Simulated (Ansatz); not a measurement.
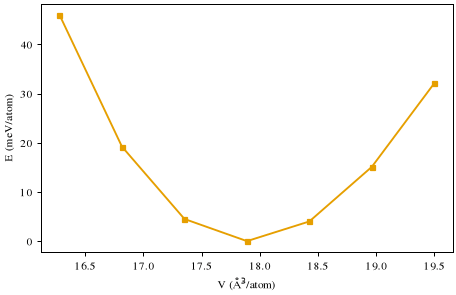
Figure. Ge (β-Sn type, I4_1/amd) under volume change, the program Ansatz at the LDA level (PAW), shape and atoms relaxed at each volume.

**Question.** What does a third-order Birch–Murnaghan fit give for V₀, B₀ and B′?

**Answer.** V₀ = 17.89 Å³/atom, B₀ = 84.2 GPa, B′ = 4.9.

This is a known high-pressure phase of the composition, computed here at zero pressure and temperature. Symmetry was held in the LDA relaxation; whether a distortion lowers the energy is not shown.

Potentials: the earlier of the program's two PAW sets. The files were generated under PBE; for other functionals the program regenerates the frozen cores, and for LDA and PBEsol the local potential too.
